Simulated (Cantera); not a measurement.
A closed system holds: 1 mol PbO, a varied amount of H2, equilibrated at 1898.15 K and 13.3 mbar.

These are equilibrium values from Cantera (NASA tables, ideal gas, pure condensed phases), not measurements of a reactor. Candidate condensed phases: H2O, Pb, PbO, PbO2, Pb3O4; 12 gas species. Kinetics and transport are ignored.

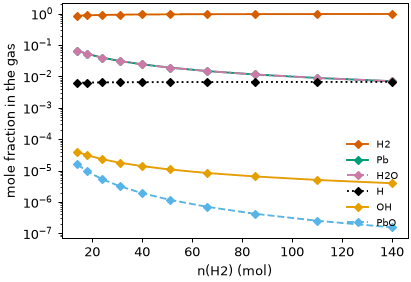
Equilibrium gas composition (values under 1e-9 drawn at 1e-9)

From 14 mol H2 to 140 mol H2 nothing is condensed. The main Pb-bearing gas is Pb throughout.
